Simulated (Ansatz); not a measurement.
**Cl4FHW···F (doublet): density, localisation and related maps**

```yaml
atoms:
  - { symbol: W, position_ang: [0.2505, 0.0000, -0.0800] }
  - { symbol: F, position_ang: [0.7966, 0.0000, 1.8091] }
  - { symbol: Cl, position_ang: [2.5688, 0.0000, -0.1994] }
  - { symbol: Cl, position_ang: [-0.3074, 2.2100, 0.0361] }
  - { symbol: H, position_ang: [-1.0946, 0.0000, 0.9534] }
  - { symbol: Cl, position_ang: [-0.3074, -2.2100, 0.0361] }
  - { symbol: Cl, position_ang: [-0.3390, 0.0000, -2.2958] }
  - { symbol: F, position_ang: [-0.8975, 0.0000, 2.9905] }
```

Core potentials replace the inner electrons of W.

All numbers below come from UKS PBE/def2-SVP in Ansatz 0.2.0.

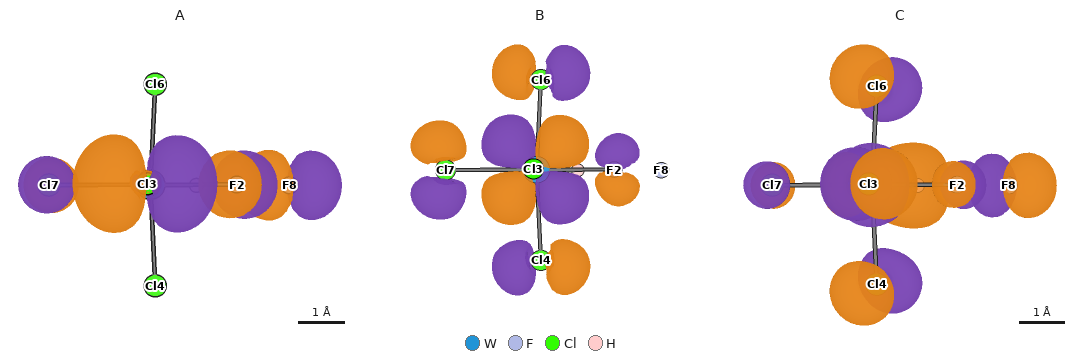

Figure 1. Three frontier orbitals at ±0.1 Å⁻³ᐟ² (orange and purple are the two phases), in no order.

Question: Order the three orbitals by energy and name them. All are α orbitals.

Answer: A is the HOMO−1 (α) (−8.23 eV). Its weight (Hirshfeld) is mainly on Cl3 (about 40 %), F8 (about 25 %) and F2 (about 20 %); largely a combination of lone pairs on Cl3, F8 and F2. C is the HOMO (α) (−7.47 eV). By Hirshfeld shares it lies mainly on W1 (about 20 %), F8 (about 20 %), H5 (about 20 %), Cl3 (about 10 %), Cl4 (about 10 %) and Cl6 (about 10 %). B is the LUMO (α) (−5.52 eV). Its weight (Hirshfeld) is mainly on W1 (about 60 %), Cl7 (about 10 %), Cl4 (about 10 %), Cl6 (about 10 %) and F2 (about 10 %).

Question: What is the gap between the highest occupied and lowest empty α orbitals?

Answer: 1.95 eV between the orbital energies.

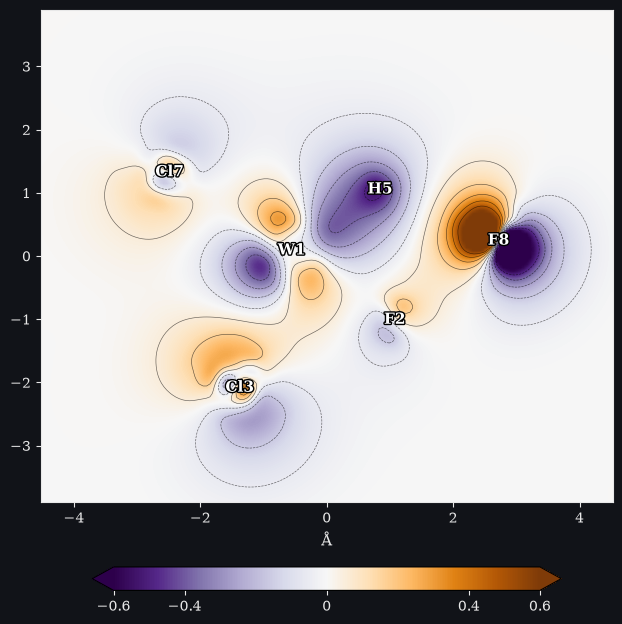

Figure 2. The HOMO (β) on the plane of atoms Cl3, W1 and H5 (values in Å⁻³ᐟ²; the overall sign is arbitrary).

Question: Describe this orbital and give its energy.

Answer: Its weight (Hirshfeld) is mainly on F8 (about 45 %), W1 (about 20 %), H5 (about 10 %) and Cl3 (about 10 %). Its energy is −7.26 eV.
